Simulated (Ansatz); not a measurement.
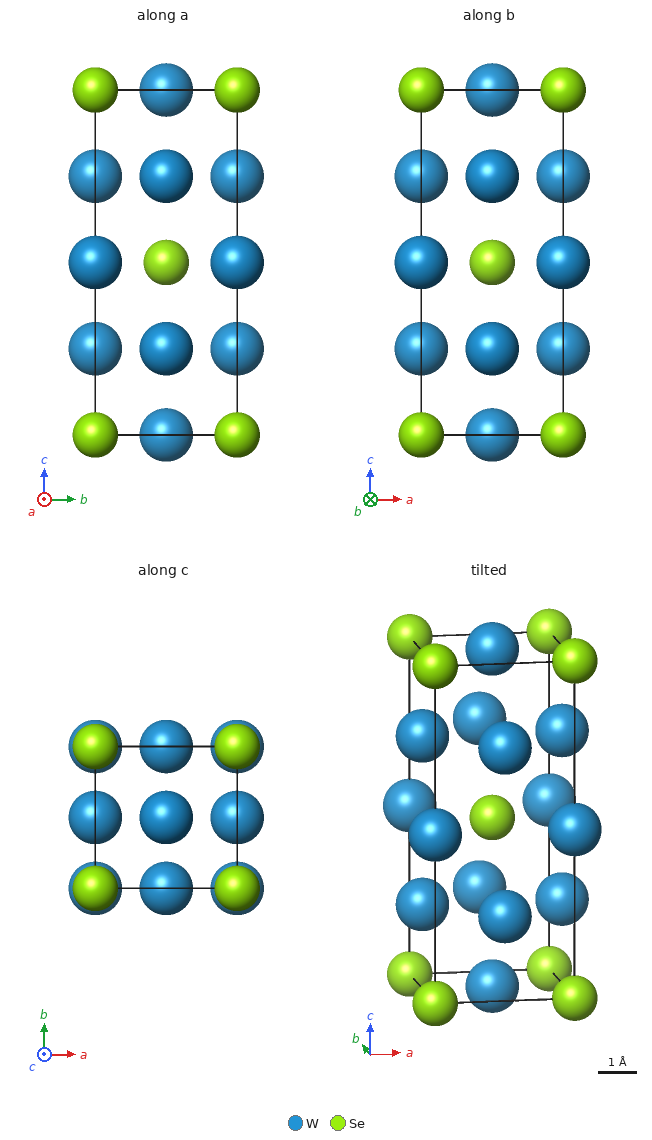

Shown here is a spheres-only view of the crystal, taken along the a axis, along the b axis, along the c axis and slightly off an axis. The frame is the conventional unit cell; atoms at its boundary are shown with their periodic copies.

Lattice parameters: a = 3.7665 Å, b = 3.7665 Å, c = 9.1579 Å, α = 90.000°, β = 90.000°, γ = 90.000°.

Question: Give the structure in the form of a CIF in P1 with every atom of the cell.

Answer:
```cif
data_structure
_symmetry_space_group_name_H-M 'P 1'
_symmetry_Int_Tables_number 1
_cell_length_a 3.7665
_cell_length_b 3.7665
_cell_length_c 9.1579
_cell_angle_alpha 90.000
_cell_angle_beta 90.000
_cell_angle_gamma 90.000
_cell_volume 129.92
loop_
_atom_site_label
_atom_site_type_symbol
_atom_site_fract_x
_atom_site_fract_y
_atom_site_fract_z
_atom_site_occupancy
W1 W 0.5000 0.5000 0.0000 1
W2 W 0.5000 0.0000 0.2500 1
W3 W 0.0000 0.5000 0.2500 1
Se1 Se 0.0000 0.0000 0.0000 1
W4 W 0.0000 0.0000 0.5000 1
W5 W 0.0000 0.5000 0.7500 1
W6 W 0.5000 0.0000 0.7500 1
Se2 Se 0.5000 0.5000 0.5000 1
```

The initial geometry was a textbook structure type filled with these elements (whether it is the usual form wasn't checked). The picture shows the end point of a geometry optimisation with DFT PBE, scalar-relativistic, plane waves, PAW (Ansatz 0.2.0).
